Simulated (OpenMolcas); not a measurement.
# SnO (tin(ii) oxide): r2SCAN/def2-TZVPD (RICD fitting, core potential, fitting threshold 1e-05)

Aim: the vertical singlet–triplet gap of SnO (tin(ii) oxide) at r2SCAN/def2-TZVPD (RICD fitting, core potential, fitting threshold 1e-05), from 2 runs. 

The calculation is run with OpenMolcas 26.06.

## (1) The structure to begin with

SnO: 2 atoms, total charge 0, spin state singlet. SMILES: `[O]=[Sn]`. Geometry: a GFN2-xTB relaxation, a rough one for these elements and not checked as a minimum.

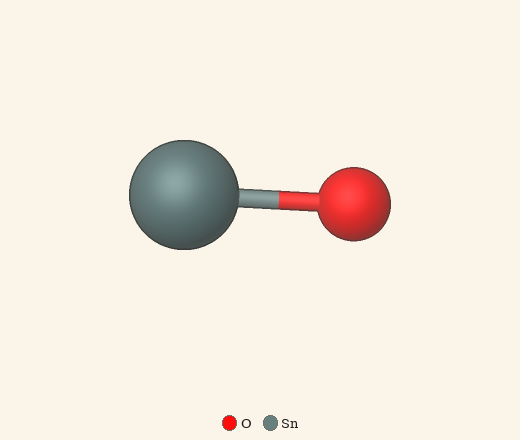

Viewed from a chosen angle; oxygen red, tin teal.

## (2) Energy and gradient at r2SCAN/def2-TZVPD (RICD fitting, core potential, fitting threshold 1e-05)

The input, job.inp:

```
* OSn Kohn-Sham DFT

&GATEWAY
 BasLib=$CurrDir
 Coord
 2
 bohr
 O      0.00000000     0.00000000     0.00000000
 Sn     0.00000000     0.00000000     3.40827224
 Basis=def2-TZVPD
 Group=NoSym
 RICD
 aCD
 CDThreshold=1e-05

&SEWARD

&SCF
 KSDFT=2
 1.0 MGGA_X_R2SCAN
 1.0 MGGA_C_R2SCAN
 PrOrbitals=0

&ALASKA
```

The basis set def2-TZVPD is read from a file made from the Basis Set Exchange's data (not shown).

Run with:

```console
$ export MOLCAS_MEM=1860
$ pymolcas job.inp > job.log
```

The program printed:

```text
--- Start Module: gateway ---
[...]
--- Stop Module: gateway /rc=_RC_ALL_IS_WELL_ ---
[...]
      Basis functions           96
[...]
--- Start Module: scf ---
[...]
       Convergence after  18 Iterations
[...]
::    Total KS-DFT energy                            -289.5980427207
[...]
      Total spin, S                                     0.0000000000
[...]
      Total electronic charge=   30.000000
      Total            charge=   -0.000000
[...]
      Dipole Moment (debye):
      Origin of the operator (angstrom)=    0.0000    0.0000    1.5913
                   X=  3.1546E-16               Y= -1.9189E-16               Z=  3.9845E+00           Total=  3.9845E+00
      Quadrupole Moment (debye*angstrom):
[...]
--- Stop Module: scf /rc=_RC_ALL_IS_WELL_ ---
[...]
--- Start Module: alaska ---
[...]
 *              Molecular gradients               *
 **************************************************
  Irreducible representation: a
 ------------------------------------------------------------------------------------------
                              X                       Y                       Z
 ------------------------------------------------------------------------------------------
  O1               -1.28869280227678E-14   -1.02032931116513E-14    1.92392004784807E-02
  SN2               1.28860606610428E-14    1.02136472423857E-14   -1.92392004785020E-02
 ------------------------------------------------------------------------------------------
--- Stop Module: alaska /rc=_RC_ALL_IS_WELL_ ---
[...]
```

Wall time 6.9 s (1 thread of AMD EPYC 9R14 (Zen 4), shared host); peak memory 0.097 GiB.

## (3) The triplet, same level

The input, job.inp:

```
&GATEWAY
BasLib = $CurrDir
Coord
2
bohr
O      0.00000000     0.00000000     0.00000000
Sn     0.00000000     0.00000000     3.40827224
Basis = def2-TZVPD
Group = NoSym
RICD
aCD
CDThreshold = 1e-05
&SEWARD
&SCF
UHF
Spin = 3
KSDFT = 2
1.0 MGGA_X_R2SCAN
1.0 MGGA_C_R2SCAN
PrOrbitals = 0
&ALASKA
```

The basis set def2-TZVPD is read from a file made from the Basis Set Exchange's data (not shown).

Run with:

```console
$ export MOLCAS_MEM=1860
$ pymolcas job.inp > job.log
```

The program printed:

```text
--- Start Module: gateway ---
[...]
--- Stop Module: gateway /rc=_RC_ALL_IS_WELL_ ---
[...]
      Basis functions           96
[...]
--- Start Module: scf ---
[...]
       Convergence after  27 Iterations
[...]
::    Total KS-DFT energy                            -289.4872526554
[...]
      Total spin, S                                     1.0041168449
[...]
      Total electronic charge=   30.000000
      Total            charge=   -0.000000
[...]
      Dipole Moment (debye):
      Origin of the operator (angstrom)=    0.0000    0.0000    1.5913
                   X= -1.7124E-14               Y=  9.4989E-15               Z=  2.7167E+00           Total=  2.7167E+00
      Quadrupole Moment (debye*angstrom):
[...]
--- Stop Module: scf /rc=_RC_ALL_IS_WELL_ ---
[...]
--- Start Module: alaska ---
[...]
 *              Molecular gradients               *
 **************************************************
  Irreducible representation: a
 ------------------------------------------------------------------------------------------
                              X                       Y                       Z
 ------------------------------------------------------------------------------------------
  O1                1.00599055242066E-14   -1.57222210731813E-14    1.80700119896397E-01
  SN2              -1.00560023963856E-14    1.57274461547349E-14   -1.80700119896382E-01
 ------------------------------------------------------------------------------------------
--- Stop Module: alaska /rc=_RC_ALL_IS_WELL_ ---
[...]
```

It took 12 s on 1 thread of AMD EPYC 9R14 (Zen 4), shared host; peak memory 0.099 GiB.

## (4) Outcome

At r2SCAN/def2-TZVPD (RICD fitting, core potential, fitting threshold 1e-05):

| quantity | value |
| --- | --- |
| singlet: total energy | -289.59804 Eh |
| singlet: dipole moment | 3.98 D |
| singlet: HOMO energy | -6.75 eV |
| singlet: LUMO energy | -2.86 eV |
| singlet: HOMO–LUMO gap | 3.88 eV |
| singlet: largest force on an atom | 0.989 eV/Å |
| triplet: total energy | -289.48725 Eh |
| triplet: dipole moment | 2.72 D |
| triplet: HOMO energy (highest over α and β) | -3.93 eV |
| triplet: ⟨S²⟩ | 2.012 |
| vertical energy of the triplet above the singlet | 3.015 eV |

**Reading.** This program's gradients are faulty for this kind of reference, so any forces in the log (triplet) can't be trusted; the energy can. At this shape the triplet lies 3.01 eV (70 kcal/mol) above the singlet. The largest force (singlet) is 0.99 eV/Å: the shape isn't a stationary point for this species at this level.
